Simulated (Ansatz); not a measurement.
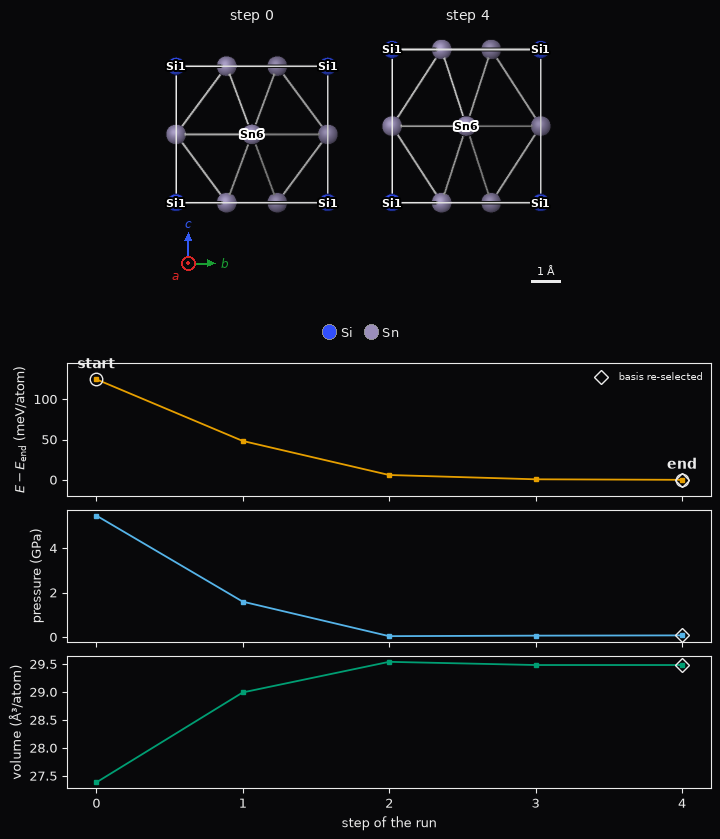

First and last geometry of a relaxation of a crystal of SiSn5 (a generated structure, set up in P6/mmm) (coarse preliminary run), with the history of the run. The picture is a ball-and-stick view of the cell of the calculation, seen along the a axis.

Computed with Ansatz, DFT PBE, scalar-relativistic, plane waves, PAW. (plane-wave cutoff 420 eV; k-point mesh 3 × 3 × 4; occupations gaussian; smearing width 0.1 eV; no spin polarisation; cell and atoms relaxed; force threshold 0.04 eV/Å; at most 70 steps)

**Did the run converge, and what did it change?**

It converged. The atoms keep their places relative to the cell (all moves are under 0.005 Å). The drawn cell changes as follows: a = b 6.245 → 6.117 Å (−2.1 %), c 4.865 → 5.460 Å (+12.2 %); the volume changes by +7.7 %. Among the contacts that change: Sn–Sn 3.028 → 3.251 Å, Si–Sn 3.605 → 3.531 Å, Sn–Sn 3.122 → 3.058 Å. Bond angles that change, for instance: Sn–Sn–Sn 106.9° → 114.2°, Sn–Sn–Sn 62.1° → 56.1°, Sn–Sn–Sn 145.4° → 148.5°. The space group stays P6/mmm (No. 191). Over 3 accepted moves (4 points after the start) the energy falls by 125 meV per atom. All forces vanish by symmetry, so only the cell relaxes. Pressure: 5.47 GPa at the start and 0.08 GPa at the end. At 1 point the geometry stayed and the basis and grid were re-selected for the new cell (energy shift of 0.7 meV per atom at most each time).
